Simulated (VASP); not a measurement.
# TiAl3: cell size against the level of theory, part 2 of 3

How much does the cell of TiAl3 depend on the functional? The start is a computed cell from the Materials Project.

VASP 6.6.1, plane waves and PAW; the level of theory is named at each step.

Still holding for the runs below: This run has no spin polarisation. Its electron count is odd, so without a moment it is a metal by construction.

So far. Step 2 (Relaxation with LDA): It ends with forces that vanish by symmetry and a pressure of -0.02 GPa. The conventional cell has a = 3.787 and c = 8.492 Å.

## (3) Relaxation with PBEsol

This step: PBEsol; plane waves and PAW (Ti_sv, Al) (VASP 6.6.1).

PBEsol restores the gradient expansion of exchange and is tuned for the cells of solids.

INCAR

```
SYSTEM = TiAl3
PREC = Accurate
ENCUT = 520
EDIFF = 1E-06
NELM = 100
ISMEAR = -1
SIGMA = 0.05
LREAL = .FALSE.
ALGO = Normal
GGA = PS
NBANDS = 16
LORBIT = 11
LWAVE = .FALSE.
LCHARG = .FALSE.
KPAR = 4
IBRION = 2
NSW = 60
ISIF = 3
EDIFFG = -0.01
```

POSCAR

```
TiAl3
1.0
   -1.9111067713      1.9111067713      4.2806687947
    1.9111067713     -1.9111067713      4.2806687947
    1.9111067713      1.9111067713     -4.2806687947
Ti Al
1 3
Direct
    0.0000000000      0.0000000000      0.0000000000
    0.5000000000      0.5000000000      0.0000000000
    0.7500000000      0.2500000000      0.5000000000
    0.2500000000      0.7500000000      0.5000000000
```

KPOINTS

```
Automatic mesh
0
Gamma
8 8 8
0 0 0
```

PAW data sets: Ti_sv and Al (PBE family, release 64).

On the command line:

```sh
> mpirun -np 4 vasp_std
```

Numbers of over 12 decimals in the logs are rounded to 6 here.

Output:

```text
[banner, memory and clock lines left out]
running    4 mpi-ranks, on    1 nodes
 distrk:  each k-point on    1 cores,    4 groups
 distr:  one band on    1 cores,    1 groups

 POSCAR found type information on POSCAR TiAl
 POSCAR found :  2 types and       4 ions
 [... a notice as in an earlier step ...]

 LDA part: xc-table for (Slater+PW92), standard interpolation
 POSCAR, INCAR and KPOINTS ok, starting setup
 FFT: planning ... GRIDC
 FFT: planning ... GRID_SOFT
 FFT: planning ... GRID
 WAVECAR not read
 entering main loop
       N       E                     dE             d eps       ncg     rms          rms(c)
DAV:   1     0.119010104640E+03    0.11901E+03   -0.92806E+03  1888   0.121E+03
DAV:   2    -0.153037636771E+02   -0.13431E+03   -0.13227E+03  1960   0.320E+02
DAV:   3    -0.241507499656E+02   -0.88470E+01   -0.86713E+01  3128   0.714E+01
DAV:   4    -0.243416752985E+02   -0.19093E+00   -0.19077E+00  2208   0.105E+01
DAV:   5    -0.243490742454E+02   -0.73989E-02   -0.73987E-02  3136   0.193E+00    0.113E+01
DAV:   6    -0.230148544332E+02    0.13342E+01   -0.28253E+01  2784   0.395E+01    0.666E+00
DAV:   7    -0.223233455802E+02    0.69151E+00   -0.88681E+00  2496   0.217E+01    0.309E+00
DAV:   8    -0.222864425000E+02    0.36903E-01   -0.13778E+00  2432   0.929E+00    0.171E+00
DAV:   9    -0.222389938514E+02    0.47449E-01   -0.43266E-01  2584   0.506E+00    0.240E-01
DAV:  10    -0.222405157859E+02   -0.15219E-02   -0.85764E-03  2336   0.711E-01    0.301E-01
DAV:  11    -0.222386826062E+02    0.18332E-02   -0.97715E-03  2736   0.672E-01    0.477E-02
DAV:  12    -0.222386810200E+02    0.15861E-05   -0.20743E-04  2400   0.110E-01    0.355E-02
DAV:  13    -0.222386811875E+02   -0.16747E-06   -0.35919E-06  2424   0.150E-02
   1 F= -.22238681E+02 E0= -.22232984E+02  d E =-.222387E+02
 curvature:   0.00 expect dE= 0.000E+00 dE for cont linesearch  0.000E+00
 trial: gam= 0.00000 g(F)=  0.110E-47 g(S)=  0.180E-02 ort = 0.000E+00 (trialstep = 0.100E+01)
 search vector abs. value=  0.180E-02
 bond charge predicted
       N       E                     dE             d eps       ncg     rms          rms(c)
DAV:   1    -0.222566281038E+02   -0.17947E-01   -0.32620E-01  2480   0.674E+00    0.121E+00
DAV:   2    -0.222506754354E+02    0.59527E-02   -0.34685E-01  2848   0.475E+00    0.702E-01
DAV:   3    -0.222383794830E+02    0.12296E-01   -0.92903E-02  2568   0.216E+00    0.145E-01
DAV:   4    -0.222382721976E+02    0.10729E-03   -0.29906E-03  2664   0.455E-01    0.512E-02
DAV:   5    -0.222384439352E+02   -0.17174E-03   -0.26977E-04  2808   0.103E-01    0.386E-02
DAV:   6    -0.222385181831E+02   -0.74248E-04   -0.21622E-04  2952   0.724E-02    0.118E-02
DAV:   7    -0.222385219903E+02   -0.38071E-05   -0.11358E-05  2088   0.223E-02    0.381E-03
DAV:   8    -0.222385220982E+02   -0.10792E-06   -0.52152E-07  1496   0.696E-03
   2 F= -.22238522E+02 E0= -.22232869E+02  d E =0.159089E-03
 trial-energy change:    0.000159  1 .order   -0.000112   -0.001802    0.001578
 step:   0.4162(harm=  0.5332)  dis= 0.00000  next Energy=   -22.239037 (dE=-0.355E-03)
 bond charge predicted
       N       E                     dE             d eps       ncg     rms          rms(c)
DAV:   1    -0.222452377922E+02   -0.67158E-02   -0.11298E-01  2480   0.397E+00    0.720E-01
DAV:   2    -0.222436086390E+02    0.16292E-02   -0.12926E-01  2832   0.288E+00    0.426E-01
DAV:   3    -0.222389057386E+02    0.47029E-02   -0.32688E-02  2592   0.128E+00    0.757E-02
DAV:   4    -0.222388806729E+02    0.25066E-04   -0.84501E-04  2592   0.227E-01    0.259E-02
DAV:   5    -0.222389382982E+02   -0.57625E-04   -0.12419E-04  2904   0.710E-02    0.277E-02
DAV:   6    -0.222389559904E+02   -0.17692E-04   -0.69679E-05  2848   0.532E-02    0.592E-03
DAV:   7    -0.222389572484E+02   -0.12581E-05   -0.71794E-06  2440   0.158E-02    0.189E-03
DAV:   8    -0.222389572438E+02    0.46130E-08   -0.32049E-07  1128   0.531E-03
   3 F= -.22238957E+02 E0= -.22233277E+02  d E =-.276056E-03
 curvature:  -0.25 expect dE=-0.122E-05 dE for cont linesearch -0.960E-06
 trial: gam=-0.04346 g(F)=  0.112E-47 g(S)=  0.488E-05 ort = 0.832E-04 (trialstep = 0.883E+00)
 search vector abs. value=  0.105E-05
 reached required accuracy - stopping structural energy minimisation
```

Elapsed: 1.8 min, on 4 MPI ranks of AMD EPYC 7R43, shared host; peak memory 0.98 GiB; 7.1 min of CPU time.

From OUTCAR (step 3):

```text
The static configuration has the point symmetry D_4h.

 Found     59 irreducible k-points:

   NELECT =      21.0000    total number of electrons

 E-fermi :   8.3235

 k-point     1 :       0.0000    0.0000    0.0000
  band No.  band energies     occupation
    ...
      6       5.4551      2.00000
      7       5.6925      2.00000
      8       6.8841      2.00000
      9       7.0870      2.00000
     10       7.0870      2.00000
     11       9.1645      0.00000
     12      10.0830      0.00000
     13      10.0830      0.00000
     14      10.5512      0.00000
     15      10.8270      0.00000
    ...

 k-point     2 :       0.1250    0.0000    0.0000
  band No.  band energies     occupation
    ...
      6       4.8535      2.00000
      7       6.0862      2.00000
      8       6.5477      2.00000
      9       6.9079      2.00000
     10       7.2047      2.00000
     11       8.6584      0.00246
     12       9.6321      0.00000
     13      10.3512      0.00000
     14      10.6849      0.00000
     15      11.3079      0.00000
    ...

  Total       -0.0060250     -0.0060250     -0.0182107      0.0000000      0.0000000      0.0000000
  in kB       -0.1548775     -0.1548775     -0.4681166      0.0000000      0.0000000      0.0000000
  external PRESSURE =      -0.2592905 kB  Pullay stress =       0.0000000 kB

  energy-cutoff  :      520.00
  volume of cell :       62.33
      direct lattice vectors                 reciprocal lattice vectors
    -1.909026786  1.909026786  4.275613112     0.000000000  0.261913559  0.116942293
     1.909026786 -1.909026786  4.275613112     0.261913559  0.000000000  0.116942293
     1.909026786  1.909026786 -4.275613112     0.261913559  0.261913559  0.000000000

 POSITION                                       TOTAL-FORCE (eV/Angst)
 -----------------------------------------------------------------------------------
      0.00000      0.00000      0.00000         0.000000     -0.000000      0.000000
      0.00000      0.00000      4.27561         0.000000     -0.000000      0.000000
      0.00000      1.90903      2.13781        -0.000000     -0.000000      0.000000
      1.90903      0.00000      2.13781         0.000000      0.000000     -0.000000
 -----------------------------------------------------------------------------------
    total drift:                               -0.000000     -0.000000      0.000000

  FREE ENERGIE OF THE ION-ELECTRON SYSTEM (eV)
  ---------------------------------------------------
  free  energy   TOTEN  =       -22.2389572438 eV

  energy  without entropy=      -22.2275971437  energy(sigma->0) =      -22.23327719

 total charge
# of ion       s       p       d       tot
------------------------------------------
    1        2.170   6.120   2.029  10.319
    2        0.446   0.376   0.000   0.822
    3        0.407   0.407   0.000   0.814
    4        0.407   0.407   0.000   0.814
--------------------------------------------------
tot          3.430   7.310   2.029  12.769

[... 8 parts as in an earlier step ...]

[... 5 further parts left out ...]
```

CONTCAR:

```
TiAl3
   1.00000000000000
    -1.9090267858696381    1.9090267858696381    4.2756131117180942
     1.9090267858696381   -1.9090267858696381    4.2756131117180942
     1.9090267858696381    1.9090267858696381   -4.2756131117180942
  Ti              Al
     1     3
Direct
     0.0000000000000000    0.0000000000000000    0.0000000000000000
     0.5000000000000000    0.5000000000000000    0.0000000000000000
     0.7500000000000000    0.2500000000000000    0.5000000000000000
     0.2500000000000000    0.7500000000000000    0.5000000000000000
```

The PAW data sets were made with PBE, which is usual practice but a small mismatch for other functionals.

Step by step:

| step | energy less that of the first step (eV) | largest force (eV/Å) | pressure (GPa) | volume (Å³) |
| --- | --- | --- | --- | --- |
| 1 | 0.0000 | 0.0000 | -0.57 | 62.54 |
| 2 | 0.0002 | 0.0000 | 0.51 | 62.03 |
| 3 | -0.0003 | 0.0000 | -0.03 | 62.33 |

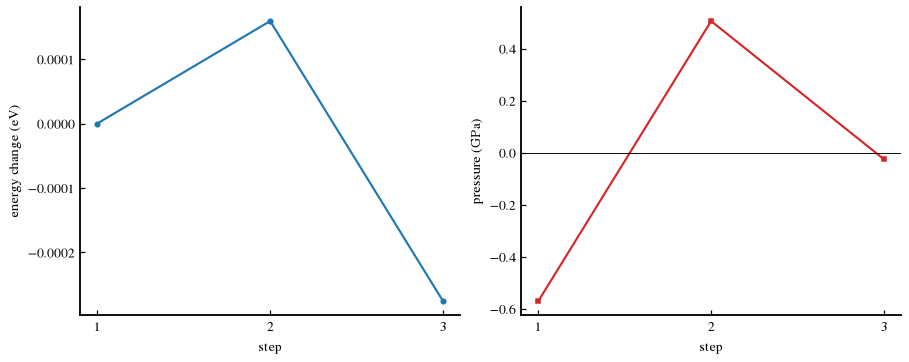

Energy and pressure along the relaxation.

| conventional cell, symmetrised | before | after | change |
| --- | --- | --- | --- |
| a (Å) | 3.822 | 3.818 | -0.1 % |
| b (Å) | 3.822 | 3.818 | -0.1 % |
| c (Å) | 8.561 | 8.551 | -0.1 % |
| volume (Å³/atom) | 15.63 | 15.58 | -0.3 % |

The relaxed structure:

```cif
data_structure
_symmetry_space_group_name_H-M 'P 1'
_symmetry_Int_Tables_number 1
_cell_length_a 5.0566
_cell_length_b 5.0566
_cell_length_c 5.0566
_cell_angle_alpha 135.639
_cell_angle_beta 135.639
_cell_angle_gamma 64.539
_cell_volume 62.33
loop_
_atom_site_label
_atom_site_type_symbol
_atom_site_fract_x
_atom_site_fract_y
_atom_site_fract_z
_atom_site_occupancy
Ti1 Ti 0.00000 0.00000 0.00000 1
Al2 Al 0.50000 0.50000 0.00000 1
Al3 Al 0.75000 0.25000 0.50000 1
Al4 Al 0.25000 0.75000 0.50000 1
```

Numbers from this step:

```
free energy (TOTEN)             : -22.24 eV
energy at zero smearing         : -22.23 eV
Fermi energy                    : 8.323 eV
pressure                        : -0.02593 GPa
SCF cycles over all ionic steps : 29
```

It ends at 15.58 Å³/atom, -0.3 % from the start, with -0.03 GPa left. The conventional cell has a = 3.818 and c = 8.551 Å.

## (4) Relaxation with PBE

This step: PBE; plane waves and PAW (Ti_sv, Al) (VASP 6.6.1).

PBE, the usual starting point, adds the gradient of the density.

INCAR: that of step 3 with these lines changed.

```diff
@@ -9,3 +9,3 @@
 ALGO = Normal
-GGA = PS
+GGA = PE
 NBANDS = 16
```

POSCAR is that of step 3.

KPOINTS is that of step 3.

On the command line:

```sh
> mpirun -np 4 vasp_std
```

Output:

```text
[banner, memory and clock lines left out]
running    4 mpi-ranks, on    1 nodes
[...]
LDA part: xc-table for (Slater+PW92), standard interpolation
 POSCAR, INCAR and KPOINTS ok, starting setup
[...]
entering main loop
       N       E                     dE             d eps       ncg     rms          rms(c)
DAV:   1     0.120802218278E+03    0.12080E+03   -0.92939E+03  1888   0.121E+03
DAV:   2    -0.135938266676E+02   -0.13440E+03   -0.13236E+03  1960   0.321E+02
DAV:   3    -0.224806602343E+02   -0.88868E+01   -0.87116E+01  3120   0.716E+01
DAV:   4    -0.226729956380E+02   -0.19234E+00   -0.19219E+00  2192   0.105E+01
[...]
DAV:  11    -0.206640833572E+02    0.16215E-02   -0.97808E-03  2760   0.668E-01    0.273E-02
DAV:  12    -0.206640925490E+02   -0.91917E-05   -0.14849E-04  2304   0.905E-02    0.271E-02
DAV:  13    -0.206640925934E+02   -0.44481E-07   -0.19089E-06  2600   0.116E-02
   1 F= -.20664093E+02 E0= -.20658419E+02  d E =-.206641E+02
[...]
DAV:  10    -0.206701394500E+02    0.75054E-07   -0.89233E-07  1384   0.503E-03
   2 F= -.20670139E+02 E0= -.20664273E+02  d E =-.604686E-02
 trial-energy change:   -0.006047  1 .order   -0.005544   -0.020460    0.009371
 step:   0.7068(harm=  0.6859)  dis= 0.00000  next Energy=   -20.671500 (dE=-0.741E-02)
[...]
N       E                     dE             d eps       ncg     rms          rms(c)
DAV:   1    -0.206891879986E+02   -0.19048E-01   -0.31806E-01  2472   0.655E+00    0.118E+00
DAV:   2    -0.206846673068E+02    0.45207E-02   -0.35557E-01  2736   0.466E+00    0.729E-01
DAV:   3    -0.206714774625E+02    0.13190E-01   -0.10040E-01  2608   0.221E+00    0.146E-01
DAV:   4    -0.206713550892E+02    0.12237E-03   -0.29388E-03  2496   0.447E-01    0.471E-02
DAV:   5    -0.206715222327E+02   -0.16714E-03   -0.29856E-04  2856   0.108E-01    0.389E-02
DAV:   6    -0.206715905855E+02   -0.68353E-04   -0.19851E-04  3008   0.732E-02    0.913E-03
DAV:   7    -0.206715938991E+02   -0.33136E-05   -0.10239E-05  2048   0.213E-02    0.259E-03
DAV:   8    -0.206715937110E+02    0.18813E-06   -0.45512E-07  1376   0.636E-03
   3 F= -.20671594E+02 E0= -.20665784E+02  d E =-.750112E-02
[...]
reached required accuracy - stopping structural energy minimisation
```

Elapsed: 98 s, on 4 MPI ranks; peak memory 1 GiB.

Parts of OUTCAR (step 4):

```text
  Total       -0.0267185     -0.0267185      0.0015177      0.0000000      0.0000000      0.0000000
  in kB       -0.6715195     -0.6715195      0.0381448      0.0000000      0.0000000      0.0000000
  external PRESSURE =      -0.4349648 kB  Pullay stress =       0.0000000 kB

 POSITION                                       TOTAL-FORCE (eV/Angst)
 -----------------------------------------------------------------------------------
      0.00000      0.00000      0.00000         0.000000      0.000000     -0.000000
      0.00000      0.00000      4.30711         0.000000      0.000000     -0.000000
      0.00000      1.92358      2.15355        -0.000000      0.000000      0.000000
      1.92358      0.00000      2.15355         0.000000     -0.000000      0.000000
 -----------------------------------------------------------------------------------
    total drift:                               -0.000000     -0.000000      0.000000

  FREE ENERGIE OF THE ION-ELECTRON SYSTEM (eV)
  ---------------------------------------------------
  free  energy   TOTEN  =       -20.6715937110 eV

  energy  without entropy=      -20.6599737367  energy(sigma->0) =      -20.66578372

[... 2 parts as in an earlier step ...]

[... 2 further parts left out ...]
[key lines of the parts left out:]
E-fermi :   8.1767
```

Relaxation path:

| step | energy less that of the first step (eV) | largest force (eV/Å) | pressure (GPa) | volume (Å³) |
| --- | --- | --- | --- | --- |
| 1 | 0.0000 | 0.0000 | 1.93 | 62.54 |
| 2 | -0.0060 | 0.0000 | -0.86 | 64.25 |
| 3 | -0.0075 | 0.0000 | -0.04 | 63.75 |

| conventional cell, symmetrised | before | after | change |
| --- | --- | --- | --- |
| a (Å) | 3.822 | 3.847 | +0.7 % |
| b (Å) | 3.822 | 3.847 | +0.7 % |
| c (Å) | 8.561 | 8.614 | +0.6 % |
| volume (Å³/atom) | 15.63 | 15.94 | +1.9 % |

The relaxed structure:

```xyz
4
Lattice="-1.9236 1.9236 4.3071 1.9236 -1.9236 4.3071 1.9236 1.9236 -4.3071" Properties=species:S:1:pos:R:3 pbc="T T T"
Ti    0.0000    0.0000    0.0000
Al    0.0000    0.0000    4.3071
Al    0.0000    1.9236    2.1536
Al    1.9236    0.0000    2.1536
```

It ends at 15.94 Å³/atom, +1.9 % from the start, with -0.04 GPa left. The conventional cell has a = 3.847 and c = 8.614 Å.

## (5) Relaxation with r2SCAN

This step: r2SCAN; plane waves and PAW (Ti_sv, Al) (VASP 6.6.1).

r2SCAN adds the kinetic-energy density, costs more than a GGA and is run with LASPH.

INCAR: that of step 4 with these lines changed.

```diff
@@ -9,3 +9,4 @@
 ALGO = Normal
-GGA = PE
+METAGGA = R2SCAN
+LASPH = .TRUE.
 NBANDS = 16
```

POSCAR is that of step 4.

KPOINTS is that of step 4.

On the command line:

```sh
> mpirun -np 4 vasp_std
```

Output:

```text
[banner, memory and clock lines left out]
running    4 mpi-ranks, on    1 nodes
[...]
[... a notice as in an earlier step ...]

 LDA part: xc-table for (None), standard interpolation
 POSCAR, INCAR and KPOINTS ok, starting setup
[...]
entering main loop
       N       E                     dE             d eps       ncg     rms          rms(c)
DAV:   1     0.110585766105E+03    0.11059E+03   -0.96157E+03  1888   0.126E+03
DAV:   2    -0.301943476794E+02   -0.14078E+03   -0.13855E+03  1968   0.334E+02
DAV:   3    -0.397810016979E+02   -0.95867E+01   -0.93993E+01  3168   0.754E+01
DAV:   4    -0.399995266760E+02   -0.21852E+00   -0.21804E+00  2176   0.114E+01
[...]
DAV:  11    -0.349186397563E+02    0.14527E-03   -0.21662E-03  2792   0.343E-01    0.269E-02
DAV:  12    -0.349186247321E+02    0.15024E-04   -0.10667E-04  2456   0.652E-02    0.571E-03
DAV:  13    -0.349186248282E+02   -0.96083E-07   -0.59673E-06  2368   0.242E-02
   1 F= -.34918625E+02 E0= -.34913779E+02  d E =-.349186E+02
[...]
N       E                     dE             d eps       ncg     rms          rms(c)
DAV:   1    -0.349186874372E+02   -0.62705E-04   -0.24050E-03  2304   0.643E-01    0.474E-02
DAV:   2    -0.349186569375E+02    0.30500E-04   -0.13011E-04  2104   0.940E-02    0.248E-02
DAV:   3    -0.349186473236E+02    0.96139E-05   -0.25434E-05  2600   0.395E-02    0.325E-03
DAV:   4    -0.349186472753E+02    0.48241E-07   -0.22014E-06  1768   0.119E-02
   2 F= -.34918647E+02 E0= -.34913782E+02  d E =-.224472E-04
 trial-energy change:   -0.000022  1 .order   -0.000023   -0.000045   -0.000001
 step:   1.0148(harm=  1.0148)  dis= 0.00000  next Energy=   -34.918647 (dE=-0.226E-04)
 reached required accuracy - stopping structural energy minimisation
```

The job ended after 3.6 min (4 MPI ranks; peak memory 1 GiB; 14 min of CPU time).

Parts of OUTCAR (step 5):

```text
  Total       -0.0079062     -0.0079062     -0.0095754      0.0000000     -0.0000000      0.0000000
  in kB       -0.2025443     -0.2025443     -0.2453068      0.0000000     -0.0000000      0.0000000
  external PRESSURE =      -0.2167985 kB  Pullay stress =       0.0000000 kB

 POSITION                                       TOTAL-FORCE (eV/Angst)
 -----------------------------------------------------------------------------------
      0.00000     -0.00000      0.00000        -0.000000     -0.000000     -0.000000
      0.00000      0.00000      4.27817        -0.000000     -0.000000     -0.000000
     -0.00000      1.91170      2.13908         0.000000      0.000000     -0.000000
      1.91170     -0.00000      2.13908         0.000000     -0.000000      0.000000
 -----------------------------------------------------------------------------------
    total drift:                               -0.000000     -0.000000      0.000000

  FREE ENERGIE OF THE ION-ELECTRON SYSTEM (eV)
  ---------------------------------------------------
  free  energy   TOTEN  =       -34.9186472753 eV

  energy  without entropy=      -34.9089159595  energy(sigma->0) =      -34.91378162

[... 2 parts as in an earlier step ...]

[... 2 further parts left out ...]
[key lines of the parts left out:]
E-fermi :   8.3733
```

Little changed from the start: no atom moved by 0.005 Å and no cell edge by 0.1 %.

It ends at 15.64 Å³/atom, under 0.05 % from the start, with -0.02 GPa left. The conventional cell has a = 3.823 and c = 8.556 Å.

## (6) Relaxation with PBE + D3(BJ)

This step: PBE with D3(BJ); plane waves and PAW (Ti_sv, Al) (VASP 6.6.1).

A dispersion term adds the long-range attraction that semilocal functionals lack. D3 with Becke-Johnson damping keeps a finite attraction at short range.

INCAR: that of step 5 with these lines changed.

```diff
@@ -9,4 +9,4 @@
 ALGO = Normal
-METAGGA = R2SCAN
-LASPH = .TRUE.
+GGA = PE
+IVDW = 12
 NBANDS = 16
```

POSCAR is that of step 5.

KPOINTS is that of step 5.

On the command line:

```sh
> mpirun -np 4 vasp_std
```

Output:

```text
[... set-up lines as in an earlier step ...]
 entering main loop
       N       E                     dE             d eps       ncg     rms          rms(c)
[... 13 cycles as in an earlier step ...]
   1 F= -.22364015E+02 E0= -.22358341E+02  d E =-.223640E+02
[...]
2 F= -.22370278E+02 E0= -.22364819E+02  d E =-.626341E-02
[...]
3 F= -.22374976E+02 E0= -.22369432E+02  d E =-.109614E-01
[...]
4 F= -.22374979E+02 E0= -.22369437E+02  d E =-.109641E-01
[...]
5 F= -.22374974E+02 E0= -.22369434E+02  d E =-.109588E-01
[...]
reached required accuracy - stopping structural energy minimisation
```

Wall time 2 min (4 MPI ranks); peak memory 1 GiB.

OUTCAR, selected parts (step 6):

```text
 Edisp (eV)   -1.74037

 Edisp (eV)   -1.74119

  Total       0.03452     0.03452    -0.02845     0.00000    -0.00000     0.00000
  in kB       0.90504     0.90504    -0.74591     0.00000    -0.00000     0.00000
  external pressure =        0.35 kB  Pullay stress =        0.00 kB

 POSITION                                       TOTAL-FORCE (eV/Angst)
 -----------------------------------------------------------------------------------
     -0.00000      0.00000      0.00000        -0.000000     -0.000000      0.000000
      0.00000      0.00000      4.24679        -0.000000     -0.000000      0.000000
      0.00000      1.89676      2.12340         0.000000      0.000000     -0.000000
      1.89676      0.00000      2.12340        -0.000000      0.000000      0.000000
 -----------------------------------------------------------------------------------
    total drift:                               -0.000000     -0.000000      0.000000

  FREE ENERGIE OF THE ION-ELECTRON SYSTEM (eV)
  ---------------------------------------------------
  free  energy   TOTEN  =       -22.3749735576 eV

  energy  without entropy=      -22.3638946165  energy(sigma->0) =      -22.36943409

[... 2 parts as in an earlier step ...]

[... 2 further parts left out ...]
[key lines of the parts left out:]
E-fermi :   8.6044
```

Dispersion corrections of this kind ignore metallic screening and tend to overbind metals.

It ends at 15.28 Å³/atom, -2.3 % from the start, with 0.04 GPa left. The conventional cell has a = 3.794 and c = 8.494 Å. Against plain PBE, the dispersion term moves a by -1.4 % and c by -1.4 %.

[end of part 2 of 3]

[Lines on the potential files, build, host, timing and source positions are cut from VASP's logs without a mark.]

[Logs are printed without paths, hosts, clocks, repeated set-up lines and the standing remarks that a program may print on its own settings, such as how far it seeks lower states.]

[Hosts, paths, dates, database ids (printed as entryN), source tags and the programs' standing remarks are cut or masked in the printed files.]

[Measured values are set beside computed ones only where the two were judged alike; some that the calculation misses by far are left out.]
